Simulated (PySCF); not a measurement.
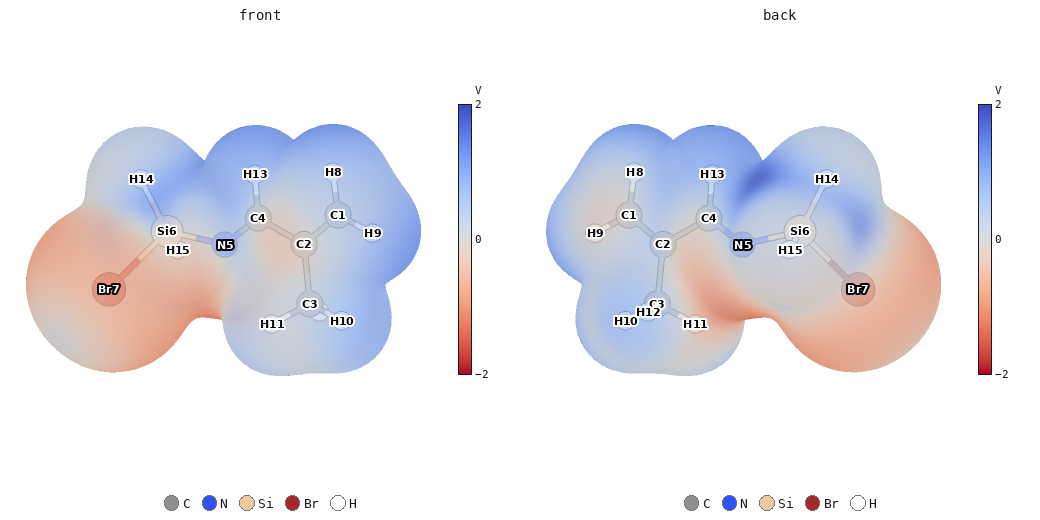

Figure. C4H8BrNSi. The electrostatic potential painted on the density surface at 0.002 e/bohr³, seen from the front and from behind; the colour scale runs from red (negative) to blue (positive).

Geometry: GFN2-xTB.

Theory: wB97X-D/def2-SVPD, SCF density, gas phase in PySCF 2.14.0.

```xyz
15

C    -2.1058    1.3135   -0.1502
C    -1.1923    0.3428   -0.0888
C    -1.5097   -1.1062   -0.2707
C     0.2008    0.6815    0.1625
N     1.0955   -0.2032    0.2087
Si    2.7792   -0.2623    0.4362
Br    3.4602   -1.3620   -1.3695
H    -1.8435    2.3496   -0.0121
H    -3.1446    1.1032   -0.3393
H    -2.5379   -1.2457   -0.5909
H    -0.8360   -1.5397   -1.0066
H    -1.3508   -1.6379    0.6663
H     0.4116    1.7502    0.2998
H     3.5761    0.9581    0.4562
H     2.9927   -1.1339    1.5766
```

Question: Where is the surface potential most negative and most positive?

Answer: The most negative region (about −1.2 V) lies over N5, the most positive (about +1.6 V) over Si6. N5 is the likeliest acceptor of a hydrogen bond.

Question: How polar is the molecule by this calculation?

Answer: Its dipole moment is 3.47 D.
